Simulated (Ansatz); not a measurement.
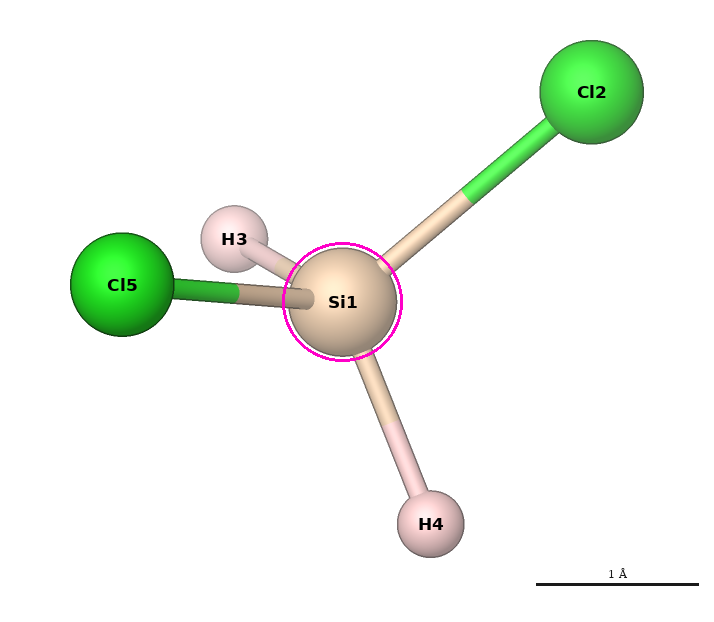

Orthographic view. Depth is shown by fading: the farther an atom, the more it takes the colour of the background. The geometry was computed by an optimisation with PBE0-D4/def2-TZVP.

Which atoms are bonded to the circled atom?

Answer. The circled atom is Si1; it is bonded to Cl2, H3, H4, Cl5.

Which two atoms are farthest apart in space?

Answer. Cl2 and Cl5, 3.34 Å.

Which atom is nearest the viewer?

Answer. Cl5, 1.4 Å in front of the mean position.

Which atom is farthest from the viewer?

Answer. H3, 1.4 Å behind the mean position.
